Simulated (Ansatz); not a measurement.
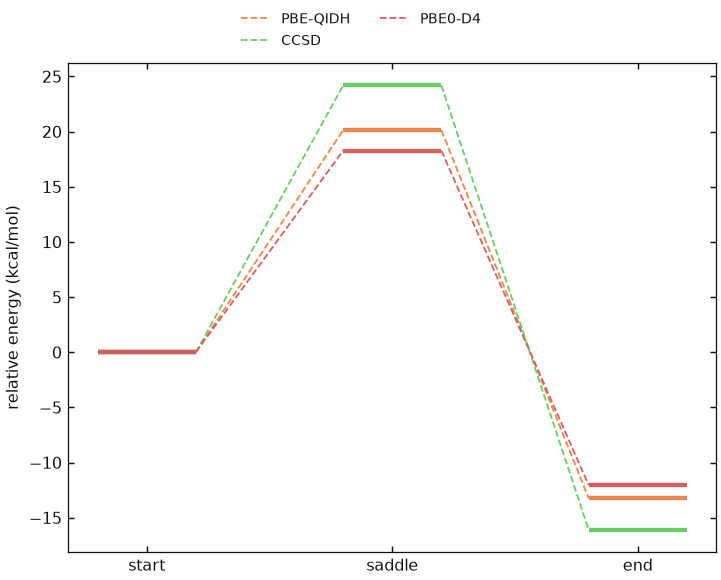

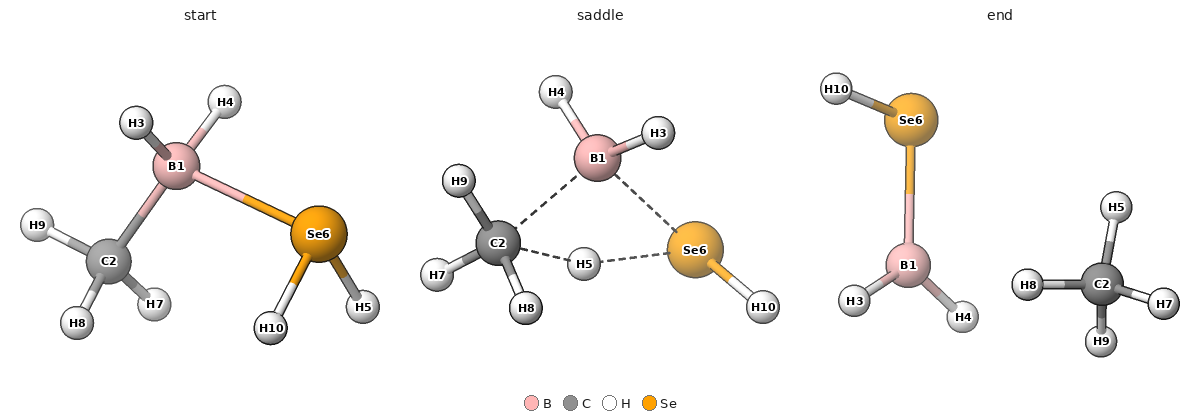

One elementary step of CH₇BSe: start, first-order saddle point (changing pairs dashed) and end. Electronic energies at PBE0-D4/def2-TZVP geometries, energies in def2-TZVPP, the Ansatz code 0.2.0; cores frozen in correlated methods, no zero-point terms. Start and end are the structures at the ends of the path (complexes, where there are several molecules). On heavy atoms the filled d shell below the valence is correlated. Lines between the levels only guide the eye.

In the step C2–H5 (3.22 → 1.48 → 1.09 Å) forms; B1–C2 (1.59 → 1.72 → 3.51 Å) and H5–Se6 (1.47 → 1.74 → 3.72 Å) break; B1–Se6 (2.17 → 2.20 → 1.90 Å) shortens (lengths at start, saddle and end; changes of bond order aren't listed).

Q: What are the heights of saddle and end over the start, in kcal/mol?

A:
```csv
level,barrier,reverse barrier,step energy
PBE-QIDH,20.1,33.4,−13.2
CCSD,24.2,40.3,−16.1
PBE0-D4,18.3,30.3,−12.0
```

Limits of at least one run: no scalar relativity up to krypton.
